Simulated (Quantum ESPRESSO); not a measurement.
## Nickel: parallel and opposed starts

Aim: find out which collinear order of Nickel costs least.

Calculated with Quantum ESPRESSO 7.5; PBE; plane waves with GBRV 1.5 PBE potentials, no spin-orbit coupling.

## 1. The starting structure

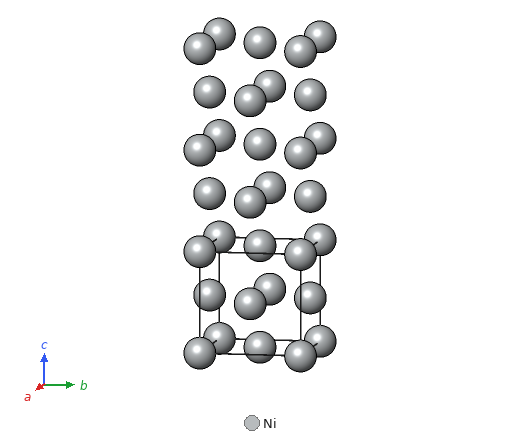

The cell as given, slightly off an axis (nickel light grey). 1×1×3 cells are drawn. This picture shows the conventional cell, with its axes. Some periodic images of atoms are drawn too.

Coordinates:

```
CELL_PARAMETERS angstrom
0.00000 1.76194 1.76194
1.76194 0.00000 1.76194
1.76194 1.76194 0.00000
ATOMIC_POSITIONS crystal
Ni 0.00000 0.00000 0.00000
```

The cell comes from the Crystallography Open Database.

## 2. Run 1, typed as ferro +

The signs are those of the starting moments on the seeded atoms, the atoms that are given a moment.

ASE passes magmoms on as starting_magnetization. pw.x reads values of 1 or more as Bohr magnetons; where all are smaller, it reads them as fractions of the valence charge.

The input, pw.py:

```python
from ase import Atoms
from ase.calculators.espresso import Espresso, EspressoProfile

atoms = Atoms(['Ni'],
    cell=[[0.0, 1.761935, 1.761935],
         [1.761935, 0.0, 1.761935],
         [1.761935, 1.761935, 0.0]],
    scaled_positions=[[0.0, 0.0, 0.0]],
    pbc=True,
    magmoms=[1.0])
input_data = {
    'control': {'calculation': 'scf', 'prefix': 'pwscf', 'outdir': './tmp', 'disk_io': 'nowf'},
    'system': {'ecutwfc': 40.0, 'ecutrho': 280.0, 'nbnd': 15, 'occupations': 'smearing', 'smearing': 'fd', 'degauss': 0.00734986, 'nspin': 2},
    'electrons': {'conv_thr': 2e-09, 'electron_maxstep': 150, 'mixing_beta': 0.3},
}
atoms.calc = Espresso(
    profile=EspressoProfile(command='mpirun -n 2 pw.x -nk 2', pseudo_dir='pseudo'),
    pseudopotentials={'Ni': 'ni_pbe_v1.4.uspp.F.UPF'},
    input_data=input_data,
    kpts=(14, 14, 14),
    koffset=(0, 0, 0))
atoms.get_potential_energy()
energy = atoms.calc.results['free_energy']
print(f'free energy: {energy:.6f} eV')
print('site moments (muB):', atoms.get_magnetic_moments().round(3))
```

The input, espresso.pwi:

```
&CONTROL
   calculation      = 'scf'
   outdir           = './tmp'
   prefix           = 'pwscf'
   disk_io          = 'nowf'
   pseudo_dir       = 'pseudo'
/
&SYSTEM
   nbnd             = 15
   ecutwfc          = 40.0
   ecutrho          = 280.0
   occupations      = 'smearing'
   degauss          = 0.00734986
   smearing         = 'fd'
   nspin            = 2
   starting_magnetization(1) = 1.0
   ntyp             = 1
   nat              = 1
   ibrav            = 0
/
&ELECTRONS
   electron_maxstep = 150
   conv_thr         = 2e-09
   mixing_beta      = 0.3
/
&IONS
/
&CELL
/
&FCP
/
&RISM
/
ATOMIC_SPECIES
Ni  58.6934 ni_pbe_v1.4.uspp.F.UPF

K_POINTS automatic
14 14 14  0 0 0

CELL_PARAMETERS angstrom
0.00000000000000 1.76193500000000 1.76193500000000
1.76193500000000 0.00000000000000 1.76193500000000
1.76193500000000 1.76193500000000 0.00000000000000

ATOMIC_POSITIONS angstrom
Ni  0.0000000000 0.0000000000 0.0000000000
```

On the command line:

```sh
> OMP_NUM_THREADS=1 python3 pw.py > pw.log
```

What it wrote:

```text
free energy: -4670.556765 eV
site moments (muB): [0.682]

--- espresso.pwo ---
Program PWSCF v.7.5 starts

Warning: card &CELL ignored
Warning: card &FCP ignored
Warning: card &RISM ignored

     Message from routine setup:
     using ibrav=0 with symmetry is DISCOURAGED, use correct ibrav instead

     K-points division:     npool     =       2
     Subspace diagonalization in iterative solution of the eigenvalue problem:

     G-vector sticks info
     --------------------
     sticks:   dense  smooth     PW     G-vecs:    dense   smooth      PW
     Sum         433     253     85                 5817     2565     537

     Using Slab Decomposition

     bravais-lattice index     =            0
     lattice parameter (alat)  =       4.7087  a.u.
     unit-cell volume          =      73.8238 (a.u.)^3
     number of atoms/cell      =            1
     number of atomic types    =            1
     number of electrons       =        18.00
     number of Kohn-Sham states=           15
     kinetic-energy cutoff     =      40.0000  Ry
     charge density cutoff     =     280.0000  Ry
     scf convergence threshold =      2.0E-09
     mixing beta               =       0.3000
     number of iterations used =            8  plain     mixing
     Exchange-correlation=  SLA  PW   PBX  PBC
                           (   1   4   3   4   0   0   0)

     celldm(1)=   4.708730  celldm(2)=   0.000000  celldm(3)=   0.000000
     celldm(4)=   0.000000  celldm(5)=   0.000000  celldm(6)=   0.000000

     crystal axes: (cart. coord. in units of alat)
               a(1) = (   0.000000   0.707107   0.707107 )
               a(2) = (   0.707107   0.000000   0.707107 )
               a(3) = (   0.707107   0.707107   0.000000 )

     reciprocal axes: (cart. coord. in units 2 pi/alat)
               b(1) = ( -0.707107  0.707107  0.707107 )
               b(2) = (  0.707107 -0.707107  0.707107 )
               b(3) = (  0.707107  0.707107 -0.707107 )

     PseudoPot. # 1 for Ni read from file:
     ni_pbe_v1.4.uspp.F.UPF
     Pseudo is Ultrasoft + core correction, Zval = 18.0
     Generated by new atomic code, or converted to UPF format
     Using radial grid of  865 points,  6 beta functions with:
                l(1) =   0
                l(2) =   0
                l(3) =   1
                l(4) =   1
                l(5) =   2
                l(6) =   2
     Q(r) pseudized with 10 coefficients,  rinner =    0.980   0.980   0.980
                                                       0.980   0.980

     atomic species   valence    mass     pseudopotential
     Ni               18.00    58.69340     Ni( 1.00)

     Starting magnetic structure
     atomic species   magnetization
     Ni              0.056

     48 Sym. Ops., with inversion, found

   Cartesian axes

     site n.     atom                  positions (alat units)
         1        Ni     tau(   1) = (   0.0000000   0.0000000   0.0000000  )

     number of k points=   104  Fermi-Dirac smearing, width (Ry)=  0.0073

     Number of k-points >= 100: set verbosity='high' to print them.

     Dense  grid:     5817 G-vectors     FFT dimensions: (  25,  25,  25)

     Smooth grid:     2565 G-vectors     FFT dimensions: (  20,  20,  20)

     Check: negative core charge=   -0.000020
     Generating pointlists ...
     new r_m :   0.4125 (alat units)  1.9424 (a.u.) for type    1

     Initial potential from superposition of free atoms

     starting charge      16.0000, renormalised to      18.0000
     Starting wfcs are   13 randomized atomic wfcs +    2 random wfcs

     Self-consistent Calculation

     iteration #  1     ecut=    40.00 Ry     beta= 0.30
     Davidson diagonalization with overlap
     ethr =  1.00E-02,  avg # of iterations =  4.6

     total energy              =    -336.85278483 Ry
     estimated scf accuracy    <      31.70968366 Ry

     total magnetization       =     0.22 Bohr mag/cell
     absolute magnetization    =     0.23 Bohr mag/cell

     iteration #  2     ecut=    40.00 Ry     beta= 0.30
     Davidson diagonalization with overlap
     ethr =  1.00E-02,  avg # of iterations =  3.0

     total energy              =    -343.02478355 Ry
     estimated scf accuracy    <       1.23779495 Ry

     total magnetization       =     0.43 Bohr mag/cell
     absolute magnetization    =     0.48 Bohr mag/cell

     iteration #  3     ecut=    40.00 Ry     beta= 0.30
     Davidson diagonalization with overlap
     ethr =  6.88E-03,  avg # of iterations =  2.0

     total energy              =    -343.26737007 Ry
     estimated scf accuracy    <       0.05810471 Ry

     total magnetization       =     0.69 Bohr mag/cell
     absolute magnetization    =     0.75 Bohr mag/cell

     [... further iterations left out ...]

     iteration #  8     ecut=    40.00 Ry     beta= 0.30
     Davidson diagonalization with overlap
     ethr =  7.54E-08,  avg # of iterations =  1.1

     total energy              =    -343.27962047 Ry
     estimated scf accuracy    <       0.00000136 Ry

     total magnetization       =     0.64 Bohr mag/cell
     absolute magnetization    =     0.74 Bohr mag/cell

     iteration #  9     ecut=    40.00 Ry     beta= 0.30
     Davidson diagonalization with overlap
     ethr =  7.54E-09,  avg # of iterations =  1.0

     total energy              =    -343.27962031 Ry
     estimated scf accuracy    <       0.00000200 Ry

     total magnetization       =     0.64 Bohr mag/cell
     absolute magnetization    =     0.74 Bohr mag/cell

     iteration # 10     ecut=    40.00 Ry     beta= 0.30
     Davidson diagonalization with overlap
     ethr =  7.54E-09,  avg # of iterations =  1.5

     total energy              =    -343.27962053 Ry
     estimated scf accuracy    <       0.00000020 Ry

     total magnetization       =     0.64 Bohr mag/cell
     absolute magnetization    =     0.74 Bohr mag/cell

     iteration # 11     ecut=    40.00 Ry     beta= 0.30
     Davidson diagonalization with overlap
     ethr =  1.11E-09,  avg # of iterations =  1.5

     Magnetic moment per site  (integrated on atomic sphere of radius R)
     atom   1 (R=0.412)  charge= 16.7034  magn=  0.6819

     End of self-consistent calculation

     Number of k-points >= 100: set verbosity='high' to print the bands.

     the Fermi energy is    17.7605 ev

!    total energy              =    -343.27962064 Ry
     estimated scf accuracy    <          1.1E-09 Ry
     smearing contrib. (-TS)   =      -0.00413852 Ry
     internal energy E=F+TS    =    -343.27548212 Ry

     The total energy is F=E-TS. E is the sum of the following terms:
     one-electron contribution =    -192.36646785 Ry
     hartree contribution      =     107.72658269 Ry
     xc contribution           =     -35.55975533 Ry
     ewald contribution        =    -223.07584162 Ry

     total magnetization       =     0.64 Bohr mag/cell
     absolute magnetization    =     0.74 Bohr mag/cell

     convergence has been achieved in  11 iterations

=------------------------------------------------------------------------------=
   JOB DONE.
=------------------------------------------------------------------------------=
```

The job ended after 5.7 s (2 MPI ranks of Arm Neoverse V2, shared host; peak memory 0.2 GiB).

Spin moment in the atom's sphere by atom:

```
atom  spin moment in the atom's sphere (μB)
 Ni1                                  0.682
```

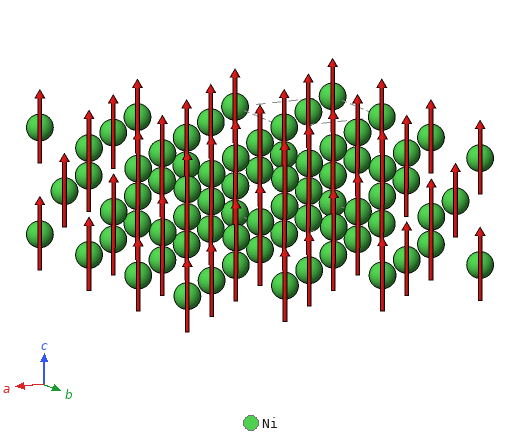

Spin moment in the atom's sphere as arrows, the longest 0.682 μB. Up and down stand for the sign. Arrows give size and sign along the axis of quantisation, drawn up and down the page. 3×3×1 conventional cells are drawn. Some periodic images of atoms are drawn too.

Numbers from this step:

```
smearing term TS       : 0.05631 eV
magnetization          : 0.64 μB
absolute magnetization : 0.739 μB
final state            : ferromagnetic
```

## 3. Run 2, typed as antiferro q=(0,1/2,1/2) +−

This order needs a doubled cell of 2 atoms. The wavevector q is in fractions of the reciprocal vectors of the crystal's primitive cell, as the cells of these inputs are built from it; moments change sign between cells as cos(2π q·R).

The input, pw.py:

```python
from ase import Atoms
from ase.calculators.espresso import Espresso, EspressoProfile

atoms = Atoms(['Ni', 'Ni'],
    cell=[[0.0, 1.761935, 1.761935],
         [3.52387, 0.0, 3.52387],
         [3.52387, 1.761935, 1.761935]],
    scaled_positions=[[0.0, 0.0, 0.0],
         [0.0, 0.5, 0.0]],
    pbc=True,
    magmoms=[1.0, -1.0])
input_data = {
    'control': {'calculation': 'scf', 'prefix': 'pwscf', 'outdir': './tmp', 'disk_io': 'nowf'},
    'system': {'ecutwfc': 40.0, 'ecutrho': 280.0, 'nbnd': 25, 'occupations': 'smearing', 'smearing': 'fd', 'degauss': 0.00734986, 'nspin': 2},
    'electrons': {'conv_thr': 4e-09, 'electron_maxstep': 150, 'mixing_beta': 0.3},
}
atoms.calc = Espresso(
    profile=EspressoProfile(command='mpirun -n 2 pw.x -nk 2', pseudo_dir='pseudo'),
    pseudopotentials={'Ni': 'ni_pbe_v1.4.uspp.F.UPF'},
    input_data=input_data,
    kpts=(14, 7, 14),
    koffset=(0, 0, 0))
atoms.get_potential_energy()
energy = atoms.calc.results['free_energy']
print(f'free energy: {energy:.6f} eV')
print('site moments (muB):', atoms.get_magnetic_moments().round(3))
```

The input, espresso.pwi:

```
&CONTROL
   calculation      = 'scf'
   outdir           = './tmp'
   prefix           = 'pwscf'
   disk_io          = 'nowf'
   pseudo_dir       = 'pseudo'
/
&SYSTEM
   nbnd             = 25
   ecutwfc          = 40.0
   ecutrho          = 280.0
   occupations      = 'smearing'
   degauss          = 0.00734986
   smearing         = 'fd'
   nspin            = 2
   starting_magnetization(1) = 1.0
   starting_magnetization(2) = -1.0
   ntyp             = 2
   nat              = 2
   ibrav            = 0
/
&ELECTRONS
   electron_maxstep = 150
   conv_thr         = 4e-09
   mixing_beta      = 0.3
/
&IONS
/
&CELL
/
&FCP
/
&RISM
/
ATOMIC_SPECIES
Ni  58.6934 ni_pbe_v1.4.uspp.F.UPF
Ni1 58.6934 ni_pbe_v1.4.uspp.F.UPF

K_POINTS automatic
14 7 14  0 0 0

CELL_PARAMETERS angstrom
0.00000000000000 1.76193500000000 1.76193500000000
3.52387000000000 0.00000000000000 3.52387000000000
3.52387000000000 1.76193500000000 1.76193500000000

ATOMIC_POSITIONS angstrom
Ni  0.0000000000 0.0000000000 0.0000000000  
Ni1 1.7619350000 0.0000000000 1.7619350000
```

On the command line:

```sh
> OMP_NUM_THREADS=1 python3 pw.py > pw.log
```

What it wrote:

```text
[banner, memory and clock lines left out]
free energy: -9341.036093 eV
site moments (muB): [ 0. -0.]

--- espresso.pwo ---
Program PWSCF v.7.5 starts

Warning: card &CELL ignored
Warning: card &FCP ignored
Warning: card &RISM ignored

     Message from routine setup:
     using ibrav=0 with symmetry is DISCOURAGED, use correct ibrav instead

     bravais-lattice index     =            0
     lattice parameter (alat)  =       4.7087  a.u.
     unit-cell volume          =     147.6475 (a.u.)^3
     number of atoms/cell      =            2
     number of atomic types    =            2
     number of electrons       =        36.00
     number of Kohn-Sham states=           25
     kinetic-energy cutoff     =      40.0000  Ry
     charge density cutoff     =     280.0000  Ry
     scf convergence threshold =      4.0E-09
     mixing beta               =       0.3000
     number of iterations used =            8  plain     mixing
     Exchange-correlation=  SLA  PW   PBX  PBC
                           (   1   4   3   4   0   0   0)

     celldm(1)=   4.708730  celldm(2)=   0.000000  celldm(3)=   0.000000
     celldm(4)=   0.000000  celldm(5)=   0.000000  celldm(6)=   0.000000

     crystal axes: (cart. coord. in units of alat)
               a(1) = (   0.000000   0.707107   0.707107 )
               a(2) = (   1.414214   0.000000   1.414214 )
               a(3) = (   1.414214   0.707107   0.707107 )

     reciprocal axes: (cart. coord. in units 2 pi/alat)
               b(1) = ( -0.707107  0.707107  0.707107 )
               b(2) = (  0.000000 -0.707107  0.707107 )
               b(3) = (  0.707107  0.707107 -0.707107 )

     PseudoPot. # 1 for Ni read from file:
     ni_pbe_v1.4.uspp.F.UPF
     Pseudo is Ultrasoft + core correction, Zval = 18.0

     PseudoPot. # 2 for Ni read from file:
     ni_pbe_v1.4.uspp.F.UPF
     Pseudo is Ultrasoft + core correction, Zval = 18.0

     atomic species   valence    mass     pseudopotential
     Ni               18.00    58.69340     Ni( 1.00)
     Ni1              18.00    58.69340     Ni( 1.00)

     Starting magnetic structure
     atomic species   magnetization
     Ni              0.056
     Ni1            -0.056

     16 Sym. Ops., with inversion, found

   Cartesian axes

     site n.     atom                  positions (alat units)
         1        Ni     tau(   1) = (   0.0000000   0.0000000   0.0000000  )
         2        Ni1    tau(   2) = (   0.7071068   0.0000000   0.7071068  )

     number of k points=   144  Fermi-Dirac smearing, width (Ry)=  0.0073

     Number of k-points >= 100: set verbosity='high' to print them.

     Dense  grid:    11691 G-vectors     FFT dimensions: (  25,  54,  45)

     Smooth grid:     5063 G-vectors     FFT dimensions: (  20,  40,  36)

     Check: negative core charge=   -0.000020
     Generating pointlists ...
     new r_m :   0.4125 (alat units)  1.9424 (a.u.) for type    1
     new r_m :   0.4125 (alat units)  1.9424 (a.u.) for type    2

     Initial potential from superposition of free atoms

     starting charge      32.0000, renormalised to      36.0000
     Starting wfcs are   26 randomized atomic wfcs

     Self-consistent Calculation

     iteration #  1     ecut=    40.00 Ry     beta= 0.30
     Davidson diagonalization with overlap
     ethr =  1.00E-02,  avg # of iterations =  4.5

     total energy              =    -673.87388824 Ry
     estimated scf accuracy    <      63.00160411 Ry

     total magnetization       =    -0.00 Bohr mag/cell
     absolute magnetization    =     0.48 Bohr mag/cell

     iteration #  2     ecut=    40.00 Ry     beta= 0.30
     Davidson diagonalization with overlap
     ethr =  1.00E-02,  avg # of iterations =  3.1

     total energy              =    -686.03982919 Ry
     estimated scf accuracy    <       2.43453468 Ry

     total magnetization       =     0.00 Bohr mag/cell
     absolute magnetization    =     0.71 Bohr mag/cell

     [... further iterations left out ...]

     iteration # 16     ecut=    40.00 Ry     beta= 0.30
     Davidson diagonalization with overlap
     ethr =  3.67E-10,  avg # of iterations =  2.0

     total energy              =    -686.55354959 Ry
     estimated scf accuracy    <       0.00000002 Ry

     total magnetization       =     0.00 Bohr mag/cell
     absolute magnetization    =     0.00 Bohr mag/cell

     iteration # 17     ecut=    40.00 Ry     beta= 0.30
     Davidson diagonalization with overlap
     ethr =  5.21E-11,  avg # of iterations =  2.0

     Magnetic moment per site  (integrated on atomic sphere of radius R)
     atom   1 (R=0.412)  charge= 16.7076  magn=  0.0001
     atom   2 (R=0.412)  charge= 16.7076  magn= -0.0001

     End of self-consistent calculation

     Number of k-points >= 100: set verbosity='high' to print the bands.

     the Fermi energy is    17.5737 ev

!    total energy              =    -686.55354974 Ry
     estimated scf accuracy    <          3.6E-09 Ry
     smearing contrib. (-TS)   =      -0.01305369 Ry
     internal energy E=F+TS    =    -686.54049604 Ry

     The total energy is F=E-TS. E is the sum of the following terms:
     one-electron contribution =    -384.80137939 Ry
     hartree contribution      =     215.51454239 Ry
     xc contribution           =     -71.10197579 Ry
     ewald contribution        =    -446.15168325 Ry

     total magnetization       =    -0.00 Bohr mag/cell
     absolute magnetization    =     0.00 Bohr mag/cell

     convergence has been achieved in  17 iterations
```

The job ended after 63 s (2 MPI ranks; peak memory 0.3 GiB).

Spin moment in the atom's sphere by atom:

```
atom  spin moment in the atom's sphere (μB)
 Ni1                                 0.0001
 Ni2                                -0.0001
```

Numbers from this step:

```yaml
smearing_term_ts: 0.1776 eV
magnetization: 0 μB
absolute_magnetization: 0 μB
final_state: non-magnetic
```

(Part 1 of 2 ends here.)

[Logs and program files are shortened in this print: banners, set-up blocks, solver, clock and traceback lines can be left out without a mark of their own.]

[Logs are printed without paths, hosts, clocks, repeated set-up lines and the standing remarks that a program may print on its own settings, such as how far it seeks lower states.]

[Hosts, paths, dates, database ids (printed as entryN), source tags and the programs' standing remarks are cut or masked in the printed files.]

[Where a cell is said to come from a database of computed structures, the database is the Materials Project.]
